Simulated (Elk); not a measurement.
# Collinear magnetic orders of ZrNi5 with Elk

Aim: find out whether ZrNi5 carries moments, and which collinear order costs least.

Program: Elk 11.2.3 (patched build). Level of theory: PBEsol; all-electron APW+lo, Dirac cores, scalar-relativistic bands. Results are calculated unless marked as measured.

The database entry behind the starting cell has ideal inner coordinates that were not refined, so it need not match the best structure at ambient conditions.

**1. The starting structure**

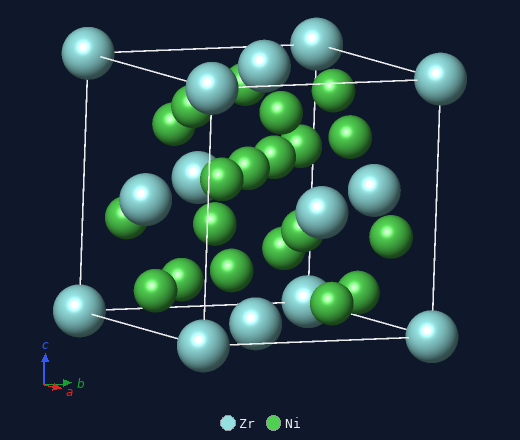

Start, viewed slightly off an axis; zirconium light teal, nickel green. This picture shows the conventional cell, with its axes. Some periodic images of atoms are drawn too.

As a file:

```cif
data_structure
_symmetry_space_group_name_H-M 'F-43m'
_symmetry_Int_Tables_number 216
_cell_length_a 6.7020
_cell_length_b 6.7020
_cell_length_c 6.7020
_cell_angle_alpha 90.000
_cell_angle_beta 90.000
_cell_angle_gamma 90.000
_cell_volume 301.03
loop_
_atom_site_label
_atom_site_type_symbol
_atom_site_symmetry_multiplicity
_atom_site_Wyckoff_symbol
_atom_site_fract_x
_atom_site_fract_y
_atom_site_fract_z
_atom_site_occupancy
Zr1 Zr 4 a 0.00000 0.00000 0.00000 1
Ni1 Ni 4 d 0.25000 0.25000 0.75000 1
Ni2 Ni 16 e 0.12500 0.37500 0.12500 1
```

The settings of this session are not all sound (see the inputs), so it shows what such settings give, not the properties of the crystal.

**2. Run 1 (ferro +++++)**

Parallel moments need no larger cell; this start tests for a ferromagnetic state only.

Moments are seeded by fields in the spheres (the last three columns under atoms), set against the wanted direction and reduced each loop.

Contents of elk.in:

```
tasks
  0

xctype
  22

rgkmax
  7.0

nempty
  14

swidth
  0.003

reducebf
  0.5

epsengy
  1e-05

maxscl
  100

lmaxi
  2

spinpol
  .true.

sppath
  './'

avec
  0.00000000000 6.33247224362 6.33247224362
  6.33247224362 0.00000000000 6.33247224362
  6.33247224362 6.33247224362 0.00000000000

atoms
  2
  'Zr.in'
  1
  0.0000000000 0.0000000000 0.0000000000   0.000000 0.000000 0.000000
  'Ni.in'
  5
  0.2500000000 0.2500000000 0.2500000000   0.000000 0.000000 -0.075000
  0.6250000000 0.6250000000 0.6250000000   0.000000 0.000000 -0.075000
  0.1250000000 0.6250000000 0.6250000000   0.000000 0.000000 -0.075000
  0.6250000000 0.6250000000 0.1250000000   0.000000 0.000000 -0.075000
  0.6250000000 0.1250000000 0.6250000000   0.000000 0.000000 -0.075000

ngridk
  4 4 4
```

Launch:

```bash
OMP_NUM_THREADS=4 elk
```

Numbers of over 12 decimals in the logs are rounded to 6 here.

What it wrote:

```text
Warning(gndstate): core states of species 2 leak from the muffin-tin :   0.7628807896E-03

--- INFO.OUT ---
┌─────────────────────────┐
│ Elk code version 11.2.3 │
└─────────────────────────┘

All units are atomic (Hartree, Bohr, etc.)

┌─────────────────────────────────────────────────┐
│ Ground-state run starting from atomic densities │
└─────────────────────────────────────────────────┘

Lattice vectors :
   0.000000000       6.332472244       6.332472244
   6.332472244       0.000000000       6.332472244
   6.332472244       6.332472244       0.000000000

Reciprocal lattice vectors :
 -0.4961083970      0.4961083970      0.4961083970
  0.4961083970     -0.4961083970      0.4961083970
  0.4961083970      0.4961083970     -0.4961083970

Unit cell volume      :    507.8668667
Brillouin zone volume :   0.4884158226

Muffin-tin inner radius fraction :   0.1000000000E-01

Nuclei treated as point charges

Species : 1 (Zr)
 parameters loaded from : Zr.in
 name : zirconium
 nuclear charge    :   -40.00000000
 electronic charge :    40.00000000
 atomic mass :    166291.1793
 muffin-tin radius :    2.600000000
 number of radial points in muffin-tin :   1193
 inner part over the whole radius :   0.9967875514E-02
 number on inner part of muffin-tin    :    848
 approximate nuclear radius :   0.8202877663E-04
 number of mesh points to nuclear radius :    417
 atomic positions (lattice), magnetic fields (Cartesian) :
  1 :   0.00000000  0.00000000  0.00000000    0.00000000  0.00000000  0.00000000

Species : 2 (Ni)
 parameters loaded from : Ni.in
 name : nickel
 nuclear charge    :   -28.00000000
 electronic charge :    28.00000000
 atomic mass :    106991.5231
 muffin-tin radius :    2.213867033
 number of radial points in muffin-tin :    993
 inner part over the whole radius :   0.9868471168E-02
 number on inner part of muffin-tin    :    699
 approximate nuclear radius :   0.7325707712E-04
 number of mesh points to nuclear radius :    336
 atomic positions (lattice), magnetic fields (Cartesian) :
  1 :   0.25000000  0.25000000  0.25000000    0.00000000  0.00000000 -0.07500000
  2 :   0.62500000  0.62500000  0.62500000    0.00000000  0.00000000 -0.07500000
  3 :   0.12500000  0.62500000  0.62500000    0.00000000  0.00000000 -0.07500000
  4 :   0.62500000  0.62500000  0.12500000    0.00000000  0.00000000 -0.07500000
  5 :   0.62500000  0.12500000  0.62500000    0.00000000  0.00000000 -0.07500000

Total number of atoms per unit cell :    6
Total muffin-tin volume :    300.8770540
 ratio of muffin-tin to unit cell volume :   0.5924329264

Spin treatment :
 spin-polarised
 global magnetic field (Cartesian) :    0.000000000       0.000000000       0.000000000
 collinear magnetisation in z-direction

Number of Bravais lattice symmetries :   48
Number of crystal symmetries         :   24
Crystal has no inversion symmetry
Complex Hermitian eigensolver will be used

k-point grid :      4     4     4
k-point offset :    0.000000000       0.000000000       0.000000000
k-point set is reduced with full crystal symmetry group
Total number of k-points :       10

Muffin-tin radius times maximum |G+k| :    7.000000000
 using average radius
Maximum |G+k| for APW functions       :    3.072570794
Maximum (1/2)|G+k|²                   :    4.720345643
Maximum |G| for potential and density :    12.00000000
Constant for pseudocharge density :    8
 order of it for each species :   15  15
 order of it for pair densities of each species (exact exchange by exxq0 0: 15) :   13   9
Radial integration step length :    1

G-vector grid sizes :     35    35    35
Number of G-vectors :    14841

Maximum angular momentum used for
 APW functions            :    8
 outer part of muffin-tin :    6
 inner part of muffin-tin :    2

Total nuclear charge    :   -180.0000000
Total core charge       :    88.00000000
Total valence charge    :    92.00000000
Total excess charge     :    0.000000000
Total electronic charge :    180.0000000

Effective Wigner radius, rₛ :   0.8765894819

Number of empty states         :     84
Total number of valence states :    262
Total number of core states    :     88

Third-order local-orbitals added for an l without core states : T
Total number of local-orbitals :    123

Exchange-correlation functional :     22     0     0
 PBEsol, Phys. Rev. Lett. 100, 136406 (2008)
 gradient requirement :    1
 generalised gradient approximation (GGA)

Smearing type :    3
 Fermi-Dirac
Smearing width :   0.3000000000E-02
Effective electronic temperature (K) :    947.3250744

Mixing type :    3
 Broyden mixing, J. Phys. A: Math. Gen. 17, L317 (1984)

Kohn-Sham potential initialised from atomic data

┌──────────────────────────────┐
│ Self-consistent loop started │
└──────────────────────────────┘

┌─────────────────┐
│ Loop number : 1 │
└─────────────────┘

Energies :
 Fermi                       :     0.219296
 sum of occupied eigenvalues :     -6507.1938235992
 electron kinetic            :      11429.459872615
 core electron kinetic       :      10571.671575995
 Coulomb                     :     -22201.316766079
 Coulomb potential           :     -17367.132989384
 nuclear-nuclear             :     -1787.8758472479
 electron-nuclear            :     -23521.255324244
 Hartree                     :      3107.8144054132
 Madelung                    :     -13517.750271387
 xc potential                :     -569.15099544898
 xc effective B-field        :    -0.176717
 external B-field            :      0.000000
 exchange                    :     -413.61018057889
 correlation                 :     -9.953266
 electron entropic           :    -0.72854041290984E-02
 total energy                :     -11195.427625345
 (external B-field energy excluded from total)

Density of states at Fermi energy :    247.5104782
 (states/Hartree/unit cell)

Estimated indirect band gap :   0.1143353236E-02
 from k-point 9 to k-point 5
Estimated direct band gap   :   0.4920318176E-02
 at k-point 6

Charges :
 core                        :    88.00000000
 valence                     :    92.00000000
 interstitial                :    7.536820606
 muffin-tins (core leakage)
  species : 1 (Zr)
   atom 1                    :    37.57486879     (  0.2759373650E-05)
  species : 2 (Ni)
   atom 1                    :    25.76157739     (  0.7491768656E-03)
   atom 2                    :    27.28168330     (  0.7755303057E-03)
   atom 3                    :    27.28168330     (  0.7755303057E-03)
   atom 4                    :    27.28168330     (  0.7755303057E-03)
   atom 5                    :    27.28168330     (  0.7755303057E-03)
 total in muffin-tins        :    172.4631794
 total calculated charge     :    179.9953471
[...]
┌─────────────────┐
│ Loop number : 2 │
└─────────────────┘

Energies :
 Fermi                       :     0.219106
 sum of occupied eigenvalues :     -6507.0615573768
 electron kinetic            :      11429.720786097
 core electron kinetic       :      10571.725245137
 Coulomb                     :     -22201.593965504
 Coulomb potential           :     -17367.964104199
 nuclear-nuclear             :     -1787.8758472479
 electron-nuclear            :     -23520.995444326
 Hartree                     :      3107.2773260696
 Madelung                    :     -13517.611913404
 xc potential                :     -568.45417298989
 xc effective B-field        :    -0.165611
 external B-field            :      0.000000
 exchange                    :     -413.60401973098
 correlation                 :     -9.953489
 electron entropic           :    -0.77830359614192E-02
 total energy                :     -11195.438471306
 (external B-field energy excluded from total)

Density of states at Fermi energy :    264.0261003
 (states/Hartree/unit cell)

Estimated indirect band gap :   0.1097849463E-02
 from k-point 9 to k-point 5
Estimated direct band gap   :   0.2264904473E-02
 at k-point 8

Charges :
 core                        :    88.00000000
 valence                     :    92.00000000
 interstitial                :    7.530988156
 muffin-tins (core leakage)
  species : 1 (Zr)
   atom 1                    :    37.58295849     (  0.2753746269E-05)
  species : 2 (Ni)
   atom 1                    :    26.04952355     (  0.7453466590E-03)
   atom 2                    :    27.20913245     (  0.7763201601E-03)
   atom 3                    :    27.20913245     (  0.7763201601E-03)
   atom 4                    :    27.20913245     (  0.7763201601E-03)
   atom 5                    :    27.20913245     (  0.7763201601E-03)
 total in muffin-tins        :    172.4690118
 total calculated charge     :    179.9953821
 total charge                :    180.0000000
 error                       :   0.4617891459E-02

Moments :
 interstitial                :  -0.2896208460
 muffin-tins
  species : 1 (Zr)
   atom 1                    :  -0.1419809900
  species : 2 (Ni)
   atom 1                    :    1.780017510
   atom 2                    :   0.9919054902
   atom 3                    :   0.9919054902
   atom 4                    :   0.9919054902
   atom 5                    :   0.9919054902
 total in muffin-tins        :    5.605658481
 total moment                :    5.316037635

RMS change in Kohn-Sham potential (target) :    4.600706105     (  0.1000000000E-05)
Absolute change in total energy (target)   :   0.1084596064E-01 (  0.1000000000E-04)

[... loops 3 to 32 left out ...]

┌──────────────────┐
│ Loop number : 33 │
└──────────────────┘

Energies :
 Fermi                       :     0.306853
 sum of occupied eigenvalues :     -6489.0079687396
 electron kinetic            :      11434.460601031
 core electron kinetic       :      10572.601725101
 Coulomb                     :     -22205.679281685
 Coulomb potential           :     -17367.790466243
 nuclear-nuclear             :     -1787.8758472479
 electron-nuclear            :     -23529.861696172
 Hartree                     :      3112.0582617350
 Madelung                    :     -13521.784048564
 xc potential                :     -555.67575629280
 xc effective B-field        :    -0.23473650522632E-02
 external B-field            :      0.000000
 exchange                    :     -413.81101474789
 correlation                 :     -9.960735
 electron entropic           :    -0.67763329538121E-02
 total energy                :     -11194.997207202
 (external B-field energy excluded from total)

Density of states at Fermi energy :    227.6161485
 (states/Hartree/unit cell)

Estimated indirect band gap :   0.9096517315E-03
 from k-point 10 to k-point 7
Estimated direct band gap   :   0.2963775062E-02
 at k-point 7

Charges :
 core                        :    88.00000000
 valence                     :    92.00000000
 interstitial                :    7.320208794
 muffin-tins (core leakage)
  species : 1 (Zr)
   atom 1                    :    37.97686263     (  0.2562997736E-05)
  species : 2 (Ni)
   atom 1                    :    26.73723568     (  0.7470073638E-03)
   atom 2                    :    26.99142323     (  0.7628807821E-03)
   atom 3                    :    26.99142323     (  0.7628807821E-03)
   atom 4                    :    26.99142323     (  0.7628807821E-03)
   atom 5                    :    26.99142323     (  0.7628807821E-03)
 total in muffin-tins        :    172.6797912
 total calculated charge     :    179.9956819
 total charge                :    180.0000000
 error                       :   0.4318057837E-02

Moments :
 interstitial                :  -0.3574648032E-01
 muffin-tins
  species : 1 (Zr)
   atom 1                    :  -0.2496517389E-01
  species : 2 (Ni)
   atom 1                    :   0.2624634310
   atom 2                    :   0.8481462096E-01
   atom 3                    :   0.8481462096E-01
   atom 4                    :   0.8481462096E-01
   atom 5                    :   0.8481462096E-01
 total in muffin-tins        :   0.5767567410
 total moment                :   0.5410102607

RMS change in Kohn-Sham potential (target) :   0.5692913592E-06 (  0.1000000000E-05)
Absolute change in total energy (target)   :   0.3382720024E-06 (  0.1000000000E-04)

Convergence targets achieved

┌──────────────────┐
│ Loop number : 34 │
└──────────────────┘

Energies :
 Fermi                       :     0.306853
 sum of occupied eigenvalues :     -6489.0079720052
 electron kinetic            :      11434.460601755
 core electron kinetic       :      10572.601724319
 Coulomb                     :     -22205.679282925
 Coulomb potential           :     -17367.790460798
 nuclear-nuclear             :     -1787.8758472479
 electron-nuclear            :     -23529.861705150
 Hartree                     :      3112.0582694735
 Madelung                    :     -13521.784052526
 xc potential                :     -555.67576699707
 xc effective B-field        :    -0.23465993365386E-02
 external B-field            :      0.000000
 exchange                    :     -413.81101476911
 correlation                 :     -9.960736
 electron entropic           :    -0.67764224681099E-02
 total energy                :     -11194.997207868
 (external B-field energy excluded from total)

Density of states at Fermi energy :    227.6188316
 (states/Hartree/unit cell)

Estimated indirect band gap :   0.9096329502E-03
 from k-point 10 to k-point 7
Estimated direct band gap   :   0.2962721503E-02
 at k-point 7

Charges :
 core                        :    88.00000000
 valence                     :    92.00000000
 interstitial                :    7.320208298
 muffin-tins (core leakage)
  species : 1 (Zr)
   atom 1                    :    37.97686238     (  0.2563000066E-05)
  species : 2 (Ni)
   atom 1                    :    26.73723612     (  0.7470074963E-03)
   atom 2                    :    26.99142330     (  0.7628807896E-03)
   atom 3                    :    26.99142330     (  0.7628807896E-03)
   atom 4                    :    26.99142330     (  0.7628807896E-03)
   atom 5                    :    26.99142330     (  0.7628807896E-03)
 total in muffin-tins        :    172.6797917
 total calculated charge     :    179.9956819
 total charge                :    180.0000000
 error                       :   0.4318057230E-02

Moments :
 interstitial                :  -0.3573880195E-01
 muffin-tins
  species : 1 (Zr)
   atom 1                    :  -0.2495876926E-01
  species : 2 (Ni)
   atom 1                    :   0.2624273461
   atom 2                    :   0.8479464562E-01
   atom 3                    :   0.8479464562E-01
   atom 4                    :   0.8479464562E-01
   atom 5                    :   0.8479464562E-01
 total in muffin-tins        :   0.5766471593
 total moment                :   0.5409083574

┌──────────────────────────────┐
│ Self-consistent loop stopped │
└──────────────────────────────┘

Warning : core states of species 2 leak from the muffin-tin :   0.7628807896E-03

Wrote STATE.OUT
```

The job ended after 3.8 min (4 threads of Arm Neoverse V1, shared host; peak memory 0.53 GiB; 13 min of CPU time).

Spin moment in the muffin-tin sphere by atom:

| atom | spin moment in the muffin-tin sphere (μB) |
| --- | --- |
| Zr1 | -0.025 |
| Ni2 | 0.262 |
| Ni3 | 0.085 |
| Ni4 | 0.085 |
| Ni5 | 0.085 |
| Ni6 | 0.085 |

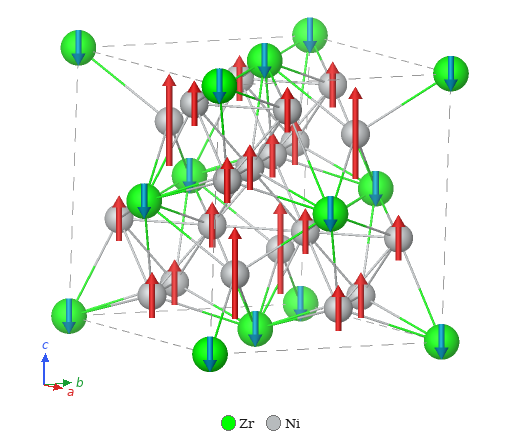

Spin moment in the muffin-tin sphere as arrows, the longest 0.262 μB. Up and down stand for the sign. Arrows give size and sign along the axis of quantisation, drawn up and down the page. Each arrow also spans its atom, so small moments look longer than they are. The two directions have two colours. Some periodic images of atoms are drawn too.

Numbers from this step:

```
density of states at the Fermi level : 8.365 states/eV/cell
moment between the spheres           : -0.03574 μB
magnetization                        : 0.5409 μB
final state                          : ferromagnetic
```

The moments seeded on 4 Ni atoms fell under 0.15 μB.

After 34 cycles the largest moment stands at 0.262 μB.

[end of part 1 of 3]

[Logs and program files are shortened in this print: banners, set-up blocks, solver, clock and traceback lines can be left out without a mark of their own.]

[Logs are printed without paths, hosts, clocks, repeated set-up lines and the standing remarks that a program may print on its own settings, such as how far it seeks lower states.]

[Hosts, paths, dates, database ids (printed as entryN), source tags and the programs' standing remarks are cut or masked in the printed files.]

[Where a cell is said to come from a database of computed structures, the database is the Materials Project.]
